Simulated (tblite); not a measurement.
## Relaxed scan of C₃H₆F₂OS

- system: C₃H₆F₂OS
- method: GFN2-xTB relaxed scan under a harmonic restraint, gas phase (tblite 0.8.0)

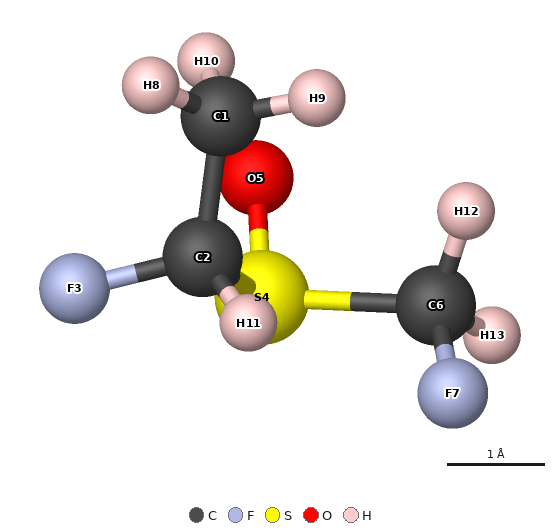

**Figure 1.** The structure (ball-and-stick view, seen at a tilt; atoms are numbered from 1 in the order of the input). Bond lengths as drawn: C–C 1.51 Å, C–F 1.36 to 1.37 Å, C–H 1.09 Å, C–S 1.88 to 1.90 Å and O–S 1.46 Å.

**The input**
```
{"job": {"xc": "GFN2-xTB", "basis": "xTB", "coordinate": [["t", [5, 1, 4, 3], 0.3333333333333333], ["t", [1, 4, 5, 3], 0.3333333333333333], ["t", [4, 5, 1, 3], 0.3333333333333333]], "kind": "drive"}, "charge": 0, "multiplicity": 1}
C     -1.402012    -0.664954     0.317830
C     -0.748565     0.112576    -0.794632
F     -1.672403     0.864459    -1.476347
S      0.474528     1.387812    -0.103002
O      0.030287     1.670556     1.255284
C      1.846188     0.125519     0.157438
F      2.152928    -0.502819    -1.008842
H     -2.374842    -1.026544    -0.007425
H     -0.788607    -1.512822     0.608453
H     -1.542119    -0.006859     1.177028
H     -0.227801    -0.492964    -1.540504
H      1.516882    -0.613899     0.889253
H      2.731146     0.660424     0.507738
```

The first line tells a small driver script what to run in tblite; the rest is the geometry in Å.

Run on 1 CPU thread, shared host.

Launch command:
```bash
OMP_NUM_THREADS=1 python <driver script> task.json out
```

**The program's output**
```
point  coordinate     E/eV
  0     37.500     -713.43209
  1     24.600     -712.71468
  2      9.600     -711.64656
  3     -3.300     -710.67364
  4     -9.800     -710.19842
  5    -45.200     -713.61650
  6    -51.100     -713.43902
```

**Summary**

```tsv
quantity	value
outcome	converged
wall time	8.4 s
peak memory	0.18 GiB
```
